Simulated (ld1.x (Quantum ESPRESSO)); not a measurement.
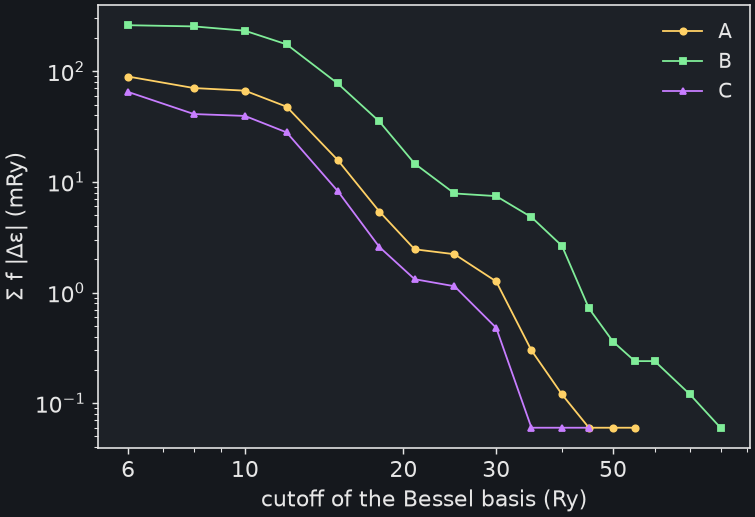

The occupation-weighted error of the valence levels in a spherical-Bessel basis for 3 variants of one potential.

Base settings:

| Quantity | Value |
| --- | --- |
| Element | Cs (Z = 55) |
| Generator | ld1.x (Quantum ESPRESSO) 7.5 |
| Type | norm-conserving Troullier–Martins (semilocal form) |
| Functional | PBEsol |
| Relativity | scalar-relativistic |
| Frozen core | [Kr] 4d10 5s2 |
| Valence charge | 7 |
| Reference configuration | 5p6 5d0 6s0 6p0 (charge +1) |
| Partial waves | 6s (bound, empty): rc 3.45 bohr; 5d (bound, empty): rc 3.45 bohr; 5p (bound): rc 2.45 bohr |
| Local potential | the p channel |
| Core correction | Bessel-smoothed model core inside 1.15 bohr |

Match the curves to these variants:
1. base
2. waves 5p (bound): rc 1.98 bohr
3. all radii scaled by 1.04 (s 3.58, p 2.54, d 3.58 bohr)

Answer. A = 1, B = 2, C = 3.

What did the other tests of these runs give?

Answer. A: loose cutoff 18 Ry; bound ghosts none; 1 of 6 tests not solved. B: loose cutoff 25 Ry; bound ghosts none; 1 of 6 tests not solved. C: loose cutoff 15 Ry; bound ghosts none; 1 of 6 tests not solved. The loose cutoff is the first of the cutoffs, on a coarse ladder, from which the occupation-weighted sum of valence levels, in a spherical-Bessel basis at the reference potential, stays within 10 and 1 mRy of its value at 400 Ry.
